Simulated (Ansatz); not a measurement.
# C2H2FSi (SMILES C#C[SiH]F) at UHF/3-21G

What is the vertical electron affinity of C2H2FSi at UHF/3-21G? 

The calculation is run with Ansatz 0.2.0.

46 further runs of the same task are left out: 46 set aside as unsound or not needed.

**1. The molecule**

C2H2FSi has 6 atoms, charge 0, and is taken as a doublet. As SMILES, `C#C[SiH]F`. The shape is that of a PBE0-D4/def2-TZVP optimisation.

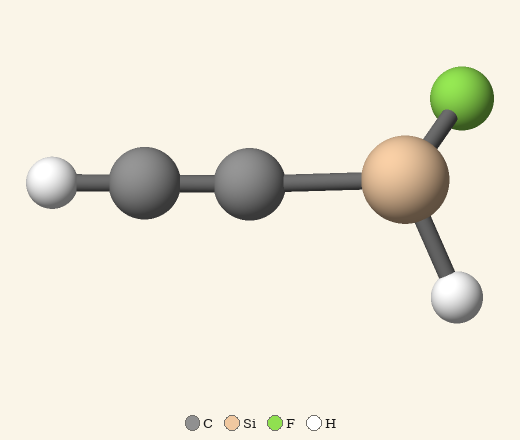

The structure, seen from a chosen angle (carbon grey, silicon light orange, fluorine green, hydrogen white).

**2. The energy at UHF/3-21G**

Contents of input.yaml:

```yaml
basis:
  gaussian: {orbitals: 3-21G.json}
crystal:
  periodic: [false, false, false]
  atoms:
    - symbol: C
      position_ang: [0.118100, -0.680000, -1.605700]
    - symbol: C
      position_ang: [0.120400, -0.213700, -0.490100]
    - symbol: Si
      position_ang: [0.338300, 0.466700, 1.168800]
    - symbol: F
      position_ang: [-0.478000, -0.412300, 2.226800]
    - symbol: H
      position_ang: [0.100300, -1.089200, -2.590300]
    - symbol: H
      position_ang: [-0.157100, 1.864400, 1.244300]
hamiltonian: {xc: hf}
output: {orbitals: {seedname: orbitals}}
magnetization: {spin_polarized: true, initial_magnetization: 1}
accuracy: high
```

The basis set 3-21G is read from a file made from the Basis Set Exchange's data (not shown).

Command:

```sh
ansatz run input.yaml --threads 1 --pin off --max-ram 3480MiB --events-out events.jsonl --progress --plain --runs-dir runs
```

The log of the run:

```text
Warning: RAYON_NUM_THREADS=1 ignored (pool sized by the plan → 1); use --threads N
Functional definition: HF
  name "HF"
  exchange = exact_x
  correlation = 0
950 factors; integrals over basis functions are off by at most 3.4e-9 eV
mean field evaluation 1: about -12589.5616 eV, gradient 2.0e1 eV
mean field evaluation 2: about -12589.5742 eV, gradient 2.0e1 eV
mean field evaluation 4: about -12591.7623 eV, gradient 2.0e0 eV
mean field evaluation 8: about -12591.8228 eV, gradient 3.1e-1 eV
mean field evaluation 16: about -12591.8465 eV, gradient 1.4e-2 eV
mean field evaluation 32: about -12591.5091 eV, gradient 2.5e0 eV
mean field -12591.84654570 eV, -462.7418254943 hartree, gradient 1.3e-8 eV, S^2 0.857861; 0 other end points of the search recorded, 0 dependent functions left out
reference -12591.84654570 eV, -462.7418254943 hartree; 19, 18 occupied and 25, 26 virtual orbitals, 950 factors
Total energy: -12591.84654570 eV, -462.7418254943 hartree
```

It took 1.1 s on 1 thread of Arm Neoverse V1, shared host; peak memory 0.11 GiB.

**3. The singlet anion at the same level**

Contents of input.yaml:

```yaml
crystal:
  periodic: [false, false, false]
  atoms:
    - {symbol: C, position_ang: [0.118100, -0.680000, -1.605700]}
    - {symbol: C, position_ang: [0.120400, -0.213700, -0.490100]}
    - {symbol: Si, position_ang: [0.338300, 0.466700, 1.168800]}
    - {symbol: F, position_ang: [-0.478000, -0.412300, 2.226800]}
    - {symbol: H, position_ang: [0.100300, -1.089200, -2.590300]}
    - {symbol: H, position_ang: [-0.157100, 1.864400, 1.244300]}
basis:
  gaussian:
    orbitals: 3-21G.json
output: {orbitals: {seedname: orbitals}}
hamiltonian:
  xc: hf
accuracy: high
total_charge: -1
```

The basis set 3-21G is read from a file made from the Basis Set Exchange's data (not shown).

Command:

```sh
ansatz run input.yaml --threads 1 --pin off --max-ram 3480MiB --events-out events.jsonl --progress --plain --runs-dir runs
```

The log of the run:

```text
Warning: RAYON_NUM_THREADS=1 ignored (pool sized by the plan → 1); use --threads N
[... 4 set-up lines as earlier in the session ...]
951 factors; integrals over basis functions are off by at most 3.4e-9 eV
mean field evaluation 1: about -12590.1733 eV, gradient 1.6e1 eV
mean field evaluation 2: about -12590.5176 eV, gradient 1.6e1 eV
mean field evaluation 4: about -12591.5683 eV, gradient 1.1e0 eV
mean field evaluation 8: about -12591.5759 eV, gradient 2.6e-4 eV
mean field -12591.57589719 eV, -462.7318793449 hartree, gradient 2.7e-8 eV, S^2 0.000000; 0 other end points of the search recorded, 0 dependent functions left out
reference -12591.57589719 eV, -462.7318793449 hartree; 19, 19 occupied and 25, 25 virtual orbitals, 951 factors
Total energy: -12591.57589719 eV, -462.7318793449 hartree
```

Wall time 0.48 s (1 thread of Arm Neoverse V1, shared host); peak memory 0.091 GiB.

**4. Summary of results**

At UHF/3-21G:

| quantity | value |
| --- | --- |
| doublet C2H2FSi: total energy | -462.74183 Eh |
| doublet C2H2FSi: HOMO energy (highest over α and β) | -9.25 eV |
| doublet C2H2FSi: LUMO energy (lowest over α and β) | 0.98 eV |
| doublet C2H2FSi: ⟨S²⟩ | 0.858 |
| singlet anion: total energy | -462.73188 Eh |
| singlet anion: HOMO energy | -0.52 eV |
| singlet anion: LUMO energy | 9.39 eV |
| singlet anion: HOMO–LUMO gap (to an unbound level, set by the basis) | 9.91 eV |
| vertical electron affinity (to the singlet anion) | -0.271 eV |

In words: The anion lies 0.27 eV (6.2 kcal/mol) above the neutral: the electron isn't bound at this level, and such a value depends on the basis. Without diffuse functions anions come out too high. Hartree–Fock misses the correlation that binds many anions. ⟨S²⟩ (doublet C2H2FSi) is 0.86 where a pure doublet has 0.75: the reference is spin-contaminated.
